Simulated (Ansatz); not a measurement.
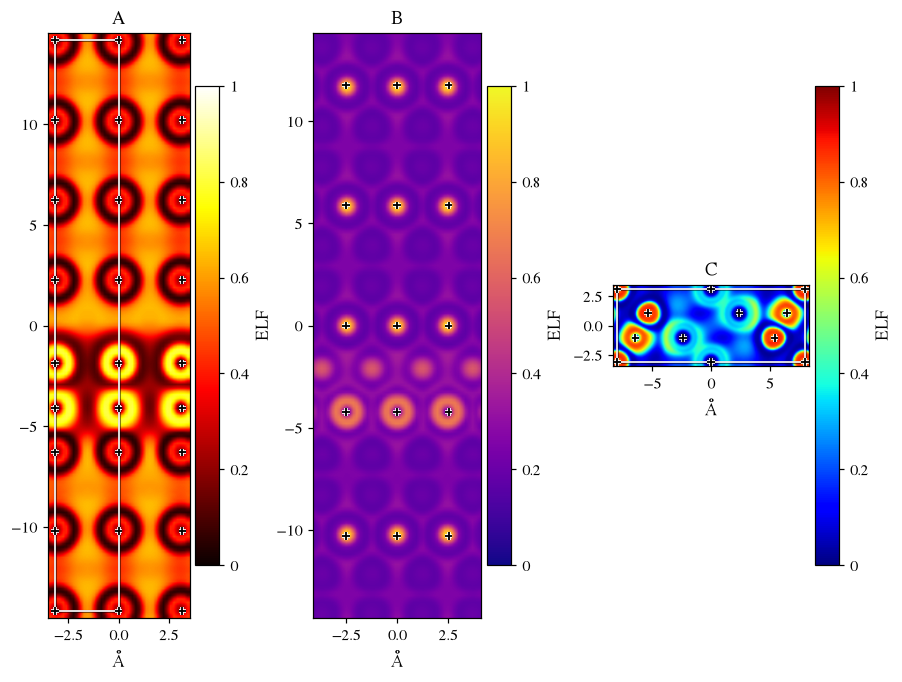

The ELF of 3 systems, each on a plane through atoms (crosses mark nuclei in the plane).

These are results of DFT PBE, scalar-relativistic, plane waves, PAW (Ansatz 0.2.0), not measurements.

System 1: Ca$_{3}$Sn$_{3}$N$_{2}$, the (110) plane of the conventional cell. Space group P-3m1; a generated structure, not necessarily the stable one.

System 2: Cu$_{6}$Ru, the (010) plane of the conventional cell. Space group P-3m1; a generated structure, not necessarily the stable one; changed on purpose from its base cell (volume × 0.88, shape and atoms relaxed); computed pressure about 27 GPa in this cell; computed without spin polarisation.

System 3: Mg$_{6}$ZrN, the (010) plane of the conventional cell. Space group P4/nmm; a generated structure, not necessarily the stable one; changed on purpose from its base cell (volume × 0.88, shape and atoms relaxed); computed pressure about 8 GPa in this cell.

```
Mg Zr N
1.0
     3.17173    0.00000    0.00000
     0.00000    3.17173    0.00000
     0.00000    0.00000   28.34404
Mg Zr N
12 2 2
Direct
  0.50000 0.00000 0.60515
  0.00000 0.50000 0.53498
  0.00000 0.50000 0.39485
  0.50000 0.00000 0.46502
  0.00000 0.50000 0.81490
  0.50000 0.00000 0.74534
  0.00000 0.50000 0.67529
  0.00000 0.50000 0.11727
  0.50000 0.00000 0.88273
  0.50000 0.00000 0.18510
  0.00000 0.50000 0.25466
  0.50000 0.00000 0.32471
  0.00000 0.50000 0.96110
  0.50000 0.00000 0.03890
  0.00000 0.50000 0.04007
  0.50000 0.00000 0.95993
```

Question: Match each panel to its system.

Answer: Panel A is system 3, Mg$_{6}$ZrN: the plane holds Mg, Zr and N. Mg–N (2.19 Å): the ELF peaks at about 0.80 in the valence shell of N, 0.7 Å from its nucleus, and is about 0.35 at the midpoint. Panel B is system 2, Cu$_{6}$Ru: the plane holds Cu and Ru. Ru–Ru (2.51 Å): the ELF is about 0.30 at the midpoint (no shared electron pair shows on this line). Panel C is system 1, Ca$_{3}$Sn$_{3}$N$_{2}$: the plane holds Ca, Sn and N. Ca–N (2.33 Å): the ELF peaks at about 0.80 in the valence shell of N, 0.7 Å from its nucleus, and is about 0.15 at the midpoint; no shared electron pair shows on this line.
